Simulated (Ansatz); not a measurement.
**BH₄ (doublet): from Hartree-Fock to the top rungs at a displaced geometry (v2), cc-pVDZ**

Aim: climb from Hartree-Fock through coupled cluster and multireference methods for BH₄ (doublet) at one geometry and basis, and see what each rung misses.

Method: cc-pVDZ, core rule «outside noble gas», up to 1 orbitals frozen; program: Ansatz 0.2.0, Gaussian basis.

Plan: UHF; CCSD(T) on ROHF; CCSD(T) on UHF; BCCD(T) on ROHF; CISD; CCSDT(Q) on ROHF; CCSDT(Q) on UHF; CASSCF and MRCISD+Q, 7 electrons in 8 orbitals; CASSCF and NEVPT2, 7 electrons in 8 orbitals.

22 further runs of the same task are left out: 9 that didn't finish, 13 set aside as unsound or not needed.

## (1) What is computed

The geometry is a PBE0/def2-TZVP stationary point (not a proven minimum) with its atoms shifted at random (size 0.100 Å).

5 atoms, charge 0, spin multiplicity 2.

Atoms are counted from 1 here; the program's logs count them from 0.

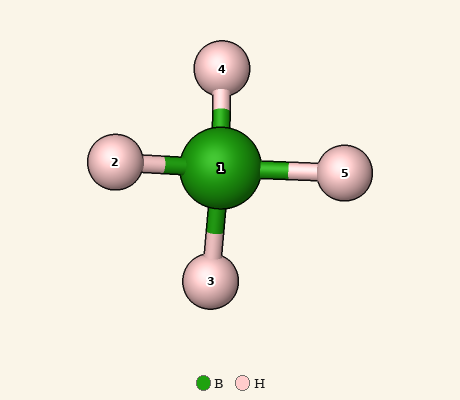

The structure; boron green, hydrogen pink; atoms are numbered from 1 in the order of the file.

## (2) UHF

The input, in.yaml:

```yaml
crystal:
  periodic: [false, false, false]
  atoms:
    - {symbol: B, position_ang: [0.024887, 0.013137, 0.003030]}
    - {symbol: H, position_ang: [0.274698, 0.834006, 0.825277]}
    - {symbol: H, position_ang: [-0.487694, -0.818607, 0.816905]}
    - {symbol: H, position_ang: [-0.393071, 0.742463, -0.790785]}
    - {symbol: H, position_ang: [0.339137, -0.898764, -0.883897]}
basis:
  gaussian: {orbitals: cc-pVDZ}
magnetization: {spin_polarized: true, initial_magnetization: 1}
hamiltonian: {xc: hf}
output: {orbitals: {seedname: orbitals}}
```

Command:

```bash
$ ansatz run in.yaml --threads 1 --pin off --events-out ev --progress --plain --max-ram 2393MiB
```

Further steps of the session: CCSD(T) on ROHF; CCSD(T) on UHF; BCCD(T) on ROHF; CISD; CCSDT(Q) on ROHF; CCSDT(Q) on UHF; CASSCF and MRCISD+Q, 7 electrons in 8 orbitals; CASSCF and NEVPT2, 7 electrons in 8 orbitals.

Before running them: what should the planned runs give, taken together? Wanted: UCCSDT(Q) below the RHF energy; RMP2 from UCCSDT(Q); UMP2 from UCCSDT(Q); RCCSD from UCCSDT(Q); RCCSD(T) from UCCSDT(Q); UCCSD(T) from UCCSDT(Q); RCCSDT(Q) from UCCSDT(Q); NEVPT2 valence from UCCSDT(Q); MRCISD+Q valence from UCCSDT(Q).

The runs gave:

| quantity | value |
| --- | --- |
| UCCSDT(Q) below the RHF energy | -4.1778 eV |
| RMP2 from UCCSDT(Q) | +82.3 kJ/mol |
| UMP2 from UCCSDT(Q) | +85.7 kJ/mol |
| RCCSD from UCCSDT(Q) | +10.7 kJ/mol |
| RCCSD(T) from UCCSDT(Q) | +2.1 kJ/mol |
| UCCSD(T) from UCCSDT(Q) | +2.2 kJ/mol |
| RCCSDT(Q) from UCCSDT(Q) | 0.0 kJ/mol |
| NEVPT2 valence from UCCSDT(Q) | +60.5 kJ/mol |
| MRCISD+Q valence from UCCSDT(Q) | +0.8 kJ/mol |
| levels within 1 kcal/mol (43 meV) | RCCSD(T), UCCSD(T), BCCD(T), RCCSDT, UCCSDT, RCCSDT(Q), MRCISD+Q valence |
| T1 diagnostic | 0.019 |
| effectively unpaired electrons | 1.02 |

In words: RCCSD(T) misses by +2.1 kJ/mol, 0.5 % of the correlation energy. One determinant dominates. Of the multireference levels listed MRCISD+Q valence comes nearest in total energy (+0.8 kJ/mol), which doesn't show that its space is the better one. These misses are within one basis, not against nature; the frozen cores of restricted and unrestricted runs differ, which can shift their rows.
